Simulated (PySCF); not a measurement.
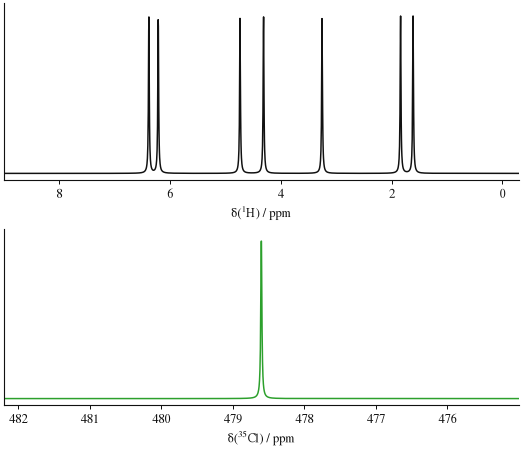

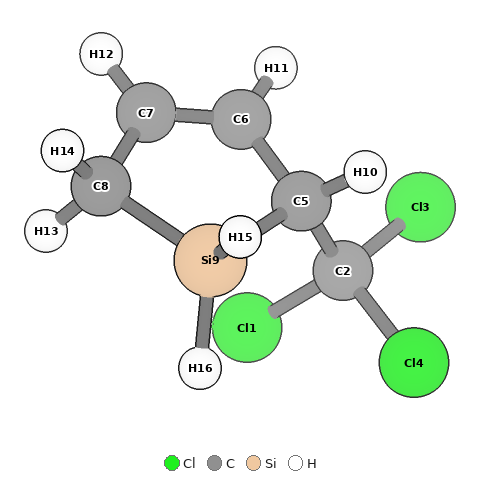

Spectrum and numbered structure of C₅H₇Cl₃Si, SMILES ClC(Cl)(Cl)[C@H]1C=CC[SiH2]1. GIAO shifts, PBE0/pcSseg-1 in PySCF 2.14.0, at a PBE0-D3(BJ)/def2-SVP geometry (no frequency check), against TMS for ¹H and HCl for ³⁵Cl computed at the same level (Cl: the usual scale starts at aqueous chloride instead). Gas phase, fully decoupled, line heights follow the number of nuclei, widths are arbitrary (no quadrupolar broadening); values of one conformer, averaged over methyl-type rotors and exact or near symmetry.

**Assign the ¹H signals to the numbered atoms.**

```tsv
δ (ppm)	nuclei	atoms
6.38	1	H12
6.21	1	H11
4.73	1	H16
4.31	1	H15
3.25	1	H10
1.84	1	H13
1.61	1	H14
```

**Where does the ³⁵Cl line lie?**

At 478.6 ppm (Cl1, Cl3 and Cl4).
